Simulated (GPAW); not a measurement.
# A GW chain in GPAW: CsH (honeycomb monolayer)

How does a plane-wave GW calculation on CsH (honeycomb monolayer) run from the first input to the gap?

Method: LDA and many-body steps on it, plane waves, in GPAW 26.7.0.

## Step 1: Starting point

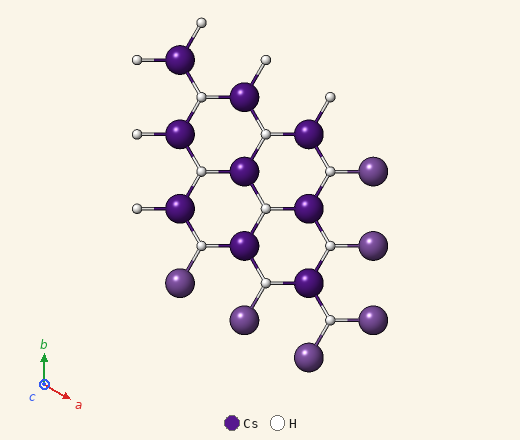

The starting structure, seen from above (caesium purple, hydrogen white). 3×3×1 cells are drawn. Some periodic images of atoms are drawn too.

The cell holds 2 atoms: 1 Cs and 1 H. Cell: a = 4.275 Å, b = 4.275 Å, c = 11.400 Å, α = 90.0°, β = 90.0°, γ = 120.0°. Vacuum lies along c.

Coordinates:

```
Cs H
1.0
     4.27483    0.00000    0.00000
    -2.13742    3.70211    0.00000
     0.00000    0.00000   11.40000
Cs H
1 1
Direct
  0.33333 0.66667 0.48246
  0.66667 0.33333 0.51754
```

The start is a generated structure, not a measured one. Spin-orbit coupling is left out unless a step names it.

## Step 2: Relaxation

This step: GPAW 26.7.0; DFT, LDA, plane waves, PAW.

A relaxation at this level of theory: leftover forces would pass straight into the levels.

run.py reads:

```python
import json
import numpy as np
from gpaw.mpi import world
from ase import Atoms
from ase.constraints import FixSymmetry
from ase.filters import FrechetCellFilter
from ase.optimize import BFGS
from gpaw import GPAW, PW, FermiDirac

atoms = Atoms(['Cs', 'H'],
    cell=[[4.2748309332, 0.0000000000, 0.0000000000],
      [-2.1374154666, 3.7021121850, 0.0000000000],
      [0.0000000000, 0.0000000000, 11.4000000000]],
    scaled_positions=[[0.3333333333, 0.6666666667, 0.4824561404],
      [0.6666666667, 0.3333333333, 0.5175438596]],
    pbc=(True, True, False))
atoms.set_constraint(FixSymmetry(atoms))
atoms.calc = GPAW(mode=PW(700),
    xc='LDA',
    kpts={'size': (6, 6, 1), 'gamma': True},
    occupations=FermiDirac(0.02),
    convergence={'density': 1e-5},
    txt='relax.txt')
steps = []
opt = BFGS(FrechetCellFilter(atoms, mask=[1, 1, 0, 0, 0, 1]), logfile='bfgs.log')
opt.attach(lambda: steps.append([atoms.get_potential_energy(), atoms.cell[:], atoms.positions.copy(), atoms.get_forces()]))
converged = opt.run(fmax=0.03, steps=50)
res = {'converged': bool(converged), 'steps': steps, 'cell': atoms.cell[:], 'frac': atoms.get_scaled_positions()}

if world.rank == 0:
    with open('result.json', 'w') as f:
        json.dump(res, f, default=lambda x: x.tolist())
```

Started as:

```console
$ mpirun -n 4 gpaw python run.py
```

What it wrote:

```text
Step     Time          Energy          fmax
BFGS:    0        -4.117103        1.162127
BFGS:    1        -4.155365        1.065312
BFGS:    2        -4.373915        0.194227
[...]
BFGS:    9        -4.412515        0.110703
BFGS:   10        -4.416493        0.024067
```

The job ended after 42 s (4 MPI ranks of Arm Neoverse V1, shared host; peak memory 1.2 GiB; 2.8 min of CPU time).

Step by step:

```tsv
step	energy less that of the first step (eV)	largest force (eV/Å)
1	0.0000	0.2087
2	-0.0383	0.1745
3	-0.2568	0.0996
4	-0.2650	0.1345
5	-0.2662	0.1425
6	-0.2675	0.1457
7	-0.2713	0.1431
8	-0.2776	0.1230
9	-0.2866	0.0789
10	-0.2954	0.0294
11	-0.2994	0.0038
```

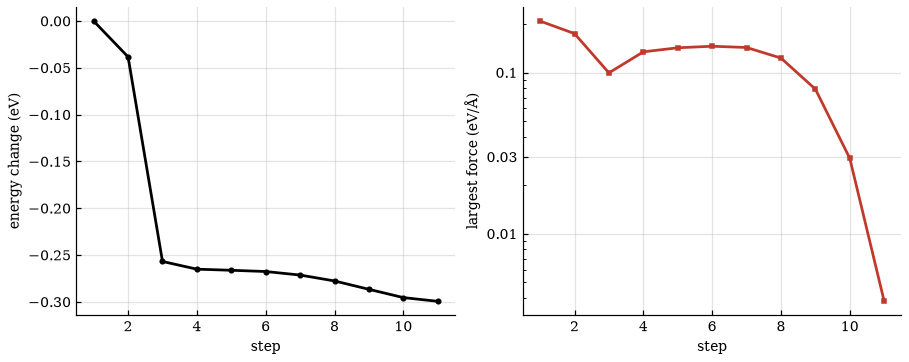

Energy and largest force along the relaxation.

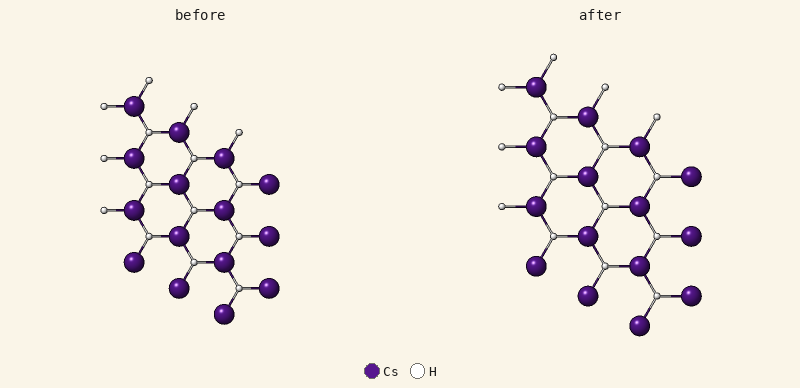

Before and after, at one scale.

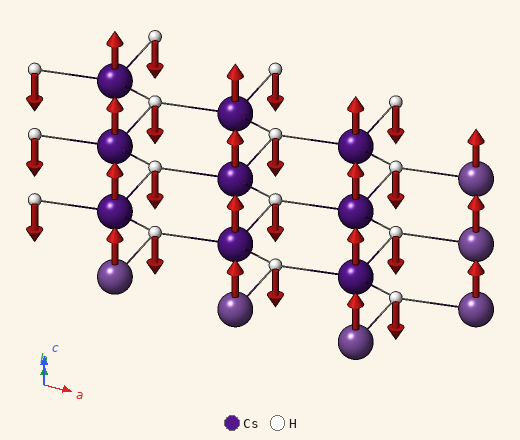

Displacements in the relaxation, exaggerated; the longest in the cell stands for 0.19 Å. 3×3×1 cells are drawn. Some periodic images of atoms are drawn too.

The atoms that moved most (Å):

```tsv
atom	dx	dy	dz	length
Cs1	0.000	0.000	0.194	0.194
H2	0.000	0.000	-0.194	0.194
```

Final coordinates:

```xyz
2
Lattice="4.9077 0.0000 0.0000 -2.4539 4.2502 0.0000 0.0000 0.0000 11.4000" Properties=species:S:1:pos:R:3
Cs    0.0000    2.8335    5.6938
H     2.4539    1.4167    5.7061
```

## Step 3: Ground state

The ground-state density comes first.

run.py reads:

```python
import json
import numpy as np
from gpaw.mpi import world
from ase import Atoms
from gpaw import GPAW, PW, FermiDirac

atoms = Atoms(['Cs', 'H'],
    cell=[[4.9077113829, 0.0000000000, 0.0000000000],
      [-2.4538556915, 4.2502027320, 0.0000000000],
      [0.0000000000, 0.0000000000, 11.4000000000]],
    scaled_positions=[[0.3333333333, 0.6666666667, 0.4994555384],
      [0.6666666667, 0.3333333333, 0.5005370262]],
    pbc=(True, True, False))
calc = GPAW(mode=PW(600),
    xc='LDA',
    kpts={'size': (9, 9, 1), 'gamma': True},
    occupations=FermiDirac(0.001),
    nbands=-7,
    convergence={'density': 1e-6, 'bands': -3},
    maxiter=100,
    txt='gs.txt')
atoms.calc = calc
res = {'energy': atoms.get_potential_energy()}
kpts = calc.get_ibz_k_points()
res['kpts'] = kpts
res['eigenvalues'] = [calc.get_eigenvalues(kpt=k) for k in range(len(kpts))]
res['n_electrons'] = calc.get_number_of_electrons()
calc.write('gs.gpw')

if world.rank == 0:
    with open('result.json', 'w') as f:
        json.dump(res, f, default=lambda x: x.tolist())
```

Started as:

```console
$ mpirun -n 4 gpaw python run.py
```

What it wrote:

```text
__  _  _
 | _ |_)|_||  |
 |__||  | ||/\| - 26.7.0

Input parameters:
  mode=PW(ecut=600.0),
  convergence={'density': 1e-06, 'bands': -3},
  kpts=MonkhorstPack(size=(9, 9, 1), gamma=True),
  maxiter=100,
  nbands=-7,
  occupations=Occupations(name='fermi-dirac', width=0.001, fixmagmom=False),
  xc=XC(name='LDA')
  [... matrices ...]
Diagonalizing LCAO Hamiltonian
Converting LCAO to pw mode

        Cs   H

Atoms  # Å, Bohr magnetons
|   | symbol |         x |        y |        z |    initial magnetic moments |
| 0 |     Cs | -0.000000 | 2.833468 | 5.693793 | ( 0.0000,  0.0000,  0.0000) |
| 1 |      H |  2.453856 | 1.416734 | 5.706122 | ( 0.0000,  0.0000,  0.0000) |

Unit cell  # Å
| periodic |         x |        y |         z |   lengths |     angles |
|      yes |  4.907711 | 0.000000 |  0.000000 |  4.907711 |  90.000000 |
|      yes | -2.453856 | 4.250203 |  0.000000 |  4.907711 |  90.000000 |
|       no |  0.000000 | 0.000000 | 11.400000 | 11.400000 | 120.000000 |

Number of symmetries: 6
Symmetry operations  # r_c * U_cc + t_c -> r_c
|   | kind |            matrix            |
| 0 |  σ   |  1, 1, 0,  0,-1, 0,  0, 0, 1 |
| 1 |  E   |  1, 0, 0,  0, 1, 0,  0, 0, 1 |
| 2 |  C3  |  0, 1, 0, -1,-1, 0,  0, 0, 1 |
| 3 |  σ   |  0,-1, 0, -1, 0, 0,  0, 0, 1 |
| 4 |  σ   | -1, 0, 0,  1, 1, 0,  0, 0, 1 |
| 5 |  C3  | -1,-1, 0,  1, 0, 0,  0, 0, 1 |

BZ-sampling:
  Number of BZ points: 81
  Number of IBZ points: 12

  Monkhorst-Pack size: [9, 9, 1]
  Monkhorst-Pack shift: [0, 0, 0]

K-points  # in reciprocal-cell coordinates
|     |                                coordinates |     weight |
|   0 | (  0.00000000,   0.00000000,   0.00000000) | 0.01234568 |
|   1 | (  0.11111111,   0.00000000,   0.00000000) | 0.07407407 |
|   2 | (  0.22222222,  -0.11111111,   0.00000000) | 0.07407407 |
|   3 | (  0.22222222,   0.00000000,   0.00000000) | 0.07407407 |
|   4 | (  0.33333333,  -0.11111111,   0.00000000) | 0.14814815 |
|   5 | (  0.33333333,   0.00000000,   0.00000000) | 0.07407407 |
|   6 | (  0.33333333,   0.33333333,   0.00000000) | 0.02469136 |
|   7 | (  0.44444444,  -0.22222222,   0.00000000) | 0.07407407 |
|   8 | (  0.44444444,  -0.11111111,   0.00000000) | 0.14814815 |
|   9 | (  0.44444444,   0.00000000,   0.00000000) | 0.07407407 |
| ... |                                            |            |
|  11 | (  0.44444444,   0.44444444,   0.00000000) | 0.07407407 |

Plane wave coefficients: 7951
Cutoff: 600.0 eV

Spin-components: 1 (collinear spins)
Bands:           12
Projectors:      8
Spin-degeneracy: 2
Datatype:        complex128

  Storage: CPU
  Wave functions: 18_296_064 bytes (4_574_016 per core)
  Projectors: 28_968_768 bytes (7_242_192 per core)
  [... matrices ...]
Parallelization:
  kpt:    4
  domain: 1
  band:   1

Density:
  Valence electrons: 10.0
  Components: 1
  Grid points: [28 28 70]
  Charge: 0.0  # |e|

Potential:
  Grid points: [28 28 70]

species:
  Cs:
    name:    Caesium
    Z:       55.0
    valence: 9
    core:    46
    charge:  0.0  # [|e|]
    compensation charges:
      type: gauss
      rc: 0.33  # [Å]
      lmax: 2
    cutoffs:
      filter: 2.06  # [Å]
      core: 2.51  # [Å]
    projectors
    | kind |    occ | energy [eV] | rcut [Å] |
    |   5s |  2.000 |     -26.872 |    1.164 |
    |   6s |  1.000 |      -2.224 |    1.164 |
    |   5p |  6.000 |     -13.611 |    1.058 |
    |    p |        |      13.601 |    1.058 |
    |    d |        |       0.000 |    1.058 |

    Using partial waves for Cs as LCAO basis

  H:
    name:    Hydrogen
    Z:       1.0
    valence: 1
    core:    0
    charge:  0.0  # [|e|]
    compensation charges:
      type: gauss
      rc: 0.15  # [Å]
      lmax: 2
    cutoffs:
      filter: 0.85  # [Å]
      core: 0.53  # [Å]
    projectors
    | kind |    occ | energy [eV] | rcut [Å] |
    |   1s |  1.000 |      -6.353 |    0.476 |
    |    s |        |      20.858 |    0.476 |
    |    p |        |       0.000 |    0.476 |

    Using partial waves for H as LCAO basis

Reference energy: -211646.394224  # eV

eigensolver:
  PPCG
  Converge bands: -3
  niter=2

density mixing:
  MSR1-Mixer
  Pratt-step length: 0.05
  Maximum mixing coefficient: 0.75
  Old densities: 10
  SVD Regularization: 0.005
  Good broyden scale: 1.0
  Trust region scale: 1.0
  Backstep threshold: 4.0
  History deletion threshold: 6.0
  Fourier metric: weight=20.0, sigma=0.015

occupation numbers:
  Fermi-Dirac:
    width: 0.0010  # eV

poisson solver:
  ecut: 4800.0  # eV

xc functional:
  name: None

Initialization done in: 0.856 s

convergence criteria:
- Maximum integral of absolute [dens]ity change: 1e-06 electrons / valence electron
- Maximum [total energy] change in last 3 cyles: 0.0005 eV / valence electron
- Maximum integral of absolute [eigenst]ate change: 4e-08 eV^2 / valence electron
maximum number of iterations: 100

SCF iterations
|iter     |     time |      energy | eigst |  dens |
|iter:   1|  |   -5.857127 | +1.79 |       |
|iter:   2|  |   -5.616956 | +0.72 | -0.84 |
|iter:   3|  |   -4.414302 | -0.15 | -0.87 |
|iter:   4|  |   -4.412934 | -0.73 | -1.52 |
|iter:   5|  |   -4.414196c| -1.35 | -1.79 |
|iter:   6|  |   -4.414173c| -1.96 | -2.75 |
|iter:   7|  |   -4.414176c| -2.09 | -3.39 |
|iter:   8|  |   -4.414176c| -3.23 | -4.00 |
|iter:   9|  |   -4.414176c| -4.32 | -4.80 |
|iter:  10|  |   -4.414176c| -5.37 | -5.18 |
|iter:  11|  |   -4.414176c| -6.29 | -5.94 |
|iter:  12|  |   -4.414176c| -7.41c| -6.38c|

Converged in 12 steps
SCF loop duration: 5.955 s (0.496 s/step)
Energy contributions relative to reference atoms: (reference = -211646.394224)
  [... matrices ...]
Energy contributions:
  Kinetic:           3.809614
  Coulomb:          -3.144186
  Zero:             -0.032064
  External:          0.000000
  Xc:               -5.047540
  Entropy:          -0.000000
  Spinorbit:         0.000000
  ----------------------------
  Free energy:      -4.414176
  Extrapolated:     -4.414176

dipole moment: (-2.702473, 1.560269, -0.006371)  # |e|*Ang

Fermi level: -1.209
Eigenvalues  # (at kpt = [0.000, 0.000, 0.000])
| band index |      eig [eV] | occ [0-2] |
|          0 |       -23.221 |     2.000 |
|          1 |       -10.208 |     2.000 |
|          2 |        -9.803 |     2.000 |
|          3 |        -9.803 |     2.000 |
|          4 |        -2.811 |     2.000 |
|          5 |         0.710 |     0.000 |
|          6 |         1.217 |     0.000 |
|          7 |         2.582 |     0.000 |
|          8 |         3.117 |     0.000 |
|          9 |         3.117 |     0.000 |
|         10 |         3.929 |     0.000 |
|         11 |         4.746 |     0.000 |

Gap: 2.450 eV
Transition (v -> c):
  (s=0, k=6, n=4, [0.33, 0.33, 0.00]) -> (s=0, k=0, n=5, [0.00, 0.00, 0.00])
Direct/indirect transitions are different
Direct gap: 3.240 eV
Transition at: (s=0, k=4, n=4, [0.33, -0.11, 0.00])
vacuum-level: 1.619  # V
# Writing to gs.gpw (mode='')
  [... matrices ...]
```

Run time: 8.8 s. Hardware: 4 MPI ranks; peak memory 0.87 GiB; 35 s of CPU time.

This step gave:

```
total energy               : -4.414 eV
gap                        : 2.450 eV
k of the valence top       : 0.3333, 0.3333, 0
k of the conduction bottom : 0, 0, 0
least direct gap           : 3.240 eV
```

The gap is indirect, with the least direct gap 0.79 eV higher.

## Step 4: Empty states on the mesh, 6×6×1 mesh, 396 bands

The sums over transitions need many empty states on a uniform mesh; this step solves for them.

run.py reads:

```python
import json
import numpy as np
from gpaw.mpi import world
from gpaw import GPAW

calc = GPAW('gs.gpw').fixed_density(kpts={'size': (6, 6, 1), 'gamma': True},
    nbands=462,
    convergence={'bands': 396},
    txt='nscf.txt')
calc.write('full.gpw', mode='all')
res = {}
kpts = calc.get_ibz_k_points()
res['kpts'] = kpts
res['eigenvalues'] = [calc.get_eigenvalues(kpt=k) for k in range(len(kpts))]
res['n_electrons'] = calc.get_number_of_electrons()

if world.rank == 0:
    with open('result.json', 'w') as f:
        json.dump(res, f, default=lambda x: x.tolist())
```

Started as:

```console
$ mpirun -n 4 gpaw python run.py
```

What it wrote:

```text
Diagonalizing LCAO Hamiltonian
Converting LCAO to pw mode
convergence criteria:
- Maximum integral of absolute [eigenst]ate change: 4e-08 eV^2 / valence electron
maximum number of iterations: 100

SCF iterations
|iter     |     time |      energy | eigst |  dens |
|iter:   1|  |             | +5.24 |       |
|iter:   2|  |             | +4.06 |       |
|iter:   3|  |             | +2.94 |       |
[...]
|iter:  17|  |             | -6.94 |       |
|iter:  18|  |             | -7.18 |       |
|iter:  19|  |             | -7.45c|       |
SCF steps: 19
  __  _  _
 | _ |_)|_||  |
 |__||  | ||/\| - 26.7.0

Input parameters:
  mode=PW(ecut=600.0),
  convergence={'bands': 396},
  gpts=array([28, 28, 70]),
  kpts=MonkhorstPack(size=(6, 6, 1), gamma=True),
  maxiter=100,
  nbands=462,
  occupations=Occupations(name='fermi-dirac', width=0.001, fixmagmom=False),
  parallel={},
  xc=XC(name='LDA')
# Writing to full.gpw (mode='all')
  [... matrices ...]

timing:  # [seconds]
  Total: 0.150  # ━━━━━━━━━━━━━━━━━━━━━━━━━━━━━━━━━━━━━━━━━━━━━━━━━━━━━━━━━━━
```

Wall time 7.6 min (4 MPI ranks); peak memory 2 GiB; 30 min of CPU time.

This step gave:

```yaml
gap: 2.450 eV
k_of_the_valence_top: 0.3333, 0.3333, 0
k_of_the_conduction_bottom: 0, 0, 0
least_direct_gap: 3.238 eV
k_points_computed: 7
lowest_point_of_the_top_converged_band_above_the_valence_top: 79.8786 eV
```

On this mesh the gap is 2.450 eV.

(Continued in part 2 of 2.)

[Paths, hosts, dates, memory and timing lines, banners, echoed tables and standing remarks are left out of the program output.]

[Logs are printed without paths, hosts, clocks, repeated set-up lines and the standing remarks that a program may print on its own settings, such as how far it seeks lower states.]

[Runs of the session that timed out or met a known fault of the program may be left out.]

[Hosts, paths, dates, database ids (printed as entryN), source tags and the programs' standing remarks are cut or masked in the printed files.]
